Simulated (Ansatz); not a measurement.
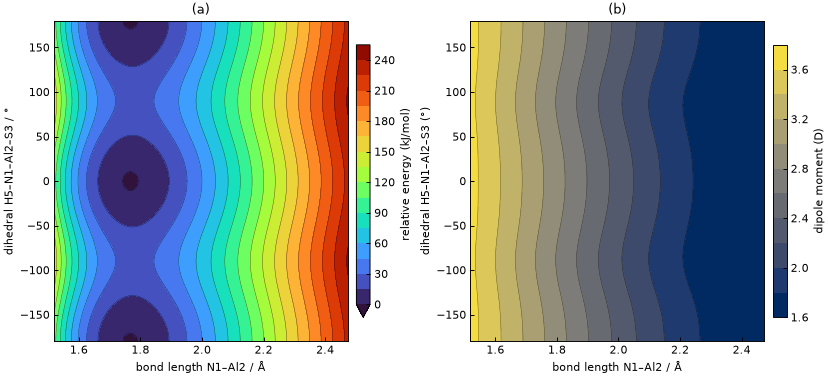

AlFH₃NS, SMILES [NH2][Al]([F])[SH]. First axis: bond length N1–Al2. Second axis: dihedral H5–N1–Al2–S3. Nothing is relaxed (all other coordinates rigid). The grid has 15 × 15 points; 218 points were computed and 7 follow by symmetry. Points are written as (first, second). All energies are given in kJ/mol relative to the lowest grid point. Method: Ansatz, RKS PBE-D4/def2-TZVP.

Panel (a) is the energy and panel (b) the computed dipole moment on the same grid.

In the figure: filled contours. Between grid points the surface is interpolated.

Question: How does the dipole moment vary over the map, and what is it at the lowest grid point?

Answer: Leaving out the highest fifth of the energies, it runs from 1.72 D at (2.269 Å, −84°) to 3.67 D at (1.519 Å, −180°). At the lowest grid point, (1.792 Å, −180°), it is 2.91 D.
